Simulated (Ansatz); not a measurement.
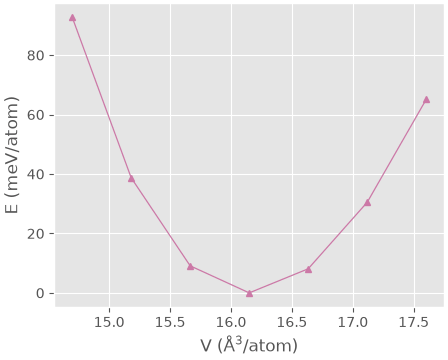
Figure: GeOs in space group P-6m2 (No. 187; Os on 1a, Ge on 1f) under volume change, PBE in the plane-wave PAW code Ansatz, shape and atoms relaxed at each volume.

Q: What does a third-order Birch–Murnaghan fit give for V₀, B₀ and B′?

A: V₀ = 16.15 Å³/atom, B₀ = 189 GPa, B′ = 4.8.

The cell is a constructed one: a structure type filled with these elements; neither database checked (COD, Materials Project) lists it. Whether it is the stable phase at ambient conditions was not checked. The PBE relaxation kept the symmetry of its start; whether a distortion lowers the energy is not shown. No spin polarisation was allowed. Scalar-relativistic: spin–orbit coupling is off unless named, which matters more the heavier the elements.

Potentials: the earlier of the program's two PAW sets.
